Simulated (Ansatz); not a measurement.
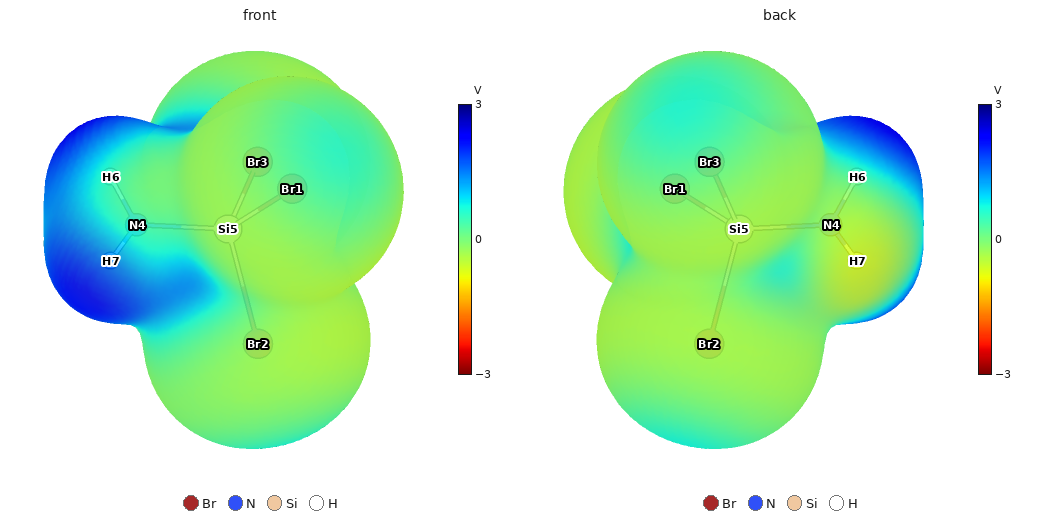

Figure 1: Br3H2NSi (SMILES N[Si](Br)(Br)Br). The molecular electrostatic potential painted on the density surface at 0.002 e/bohr³, seen from the front and from behind; the colour scale runs from red (negative) to blue (positive).

Geometry: PBE0-D4/def2-SVP.

The calculation used Ansatz 0.2.0, isolated molecule in a Gaussian basis; Kohn-Sham density functional theory, functional PBE0.

```xyz
7

Br   -3.1871    0.4824   -2.8077
Br   -2.9895    1.0226    0.7128
Br   -0.0322    0.0542   -1.1970
N    -2.4848   -1.8488   -0.5419
Si   -2.2087   -0.2206   -0.9378
H    -2.0055   -2.5875   -1.0446
H    -3.3805   -2.1419   -0.1677
```

Which sites attract a positive test charge, and which a negative one?

A positive charge is drawn to the negative regions and a negative charge to the positive ones. The most negative region (about −0.7 V) lies over N4, the most positive (about +2.3 V) over H6 and H7. Br1 shows a σ-hole: about +0.6 V at the tip opposite its bond, against about −0.3 V on its flanks. Br2 shows a σ-hole: about +0.7 V at the tip opposite its bond, against about −0.3 V on its flanks. Br3 shows a σ-hole: about +0.7 V at the tip opposite its bond, against about −0.3 V on its flanks.

What dipole moment does the calculation give?

Its dipole moment is 2.30 D.
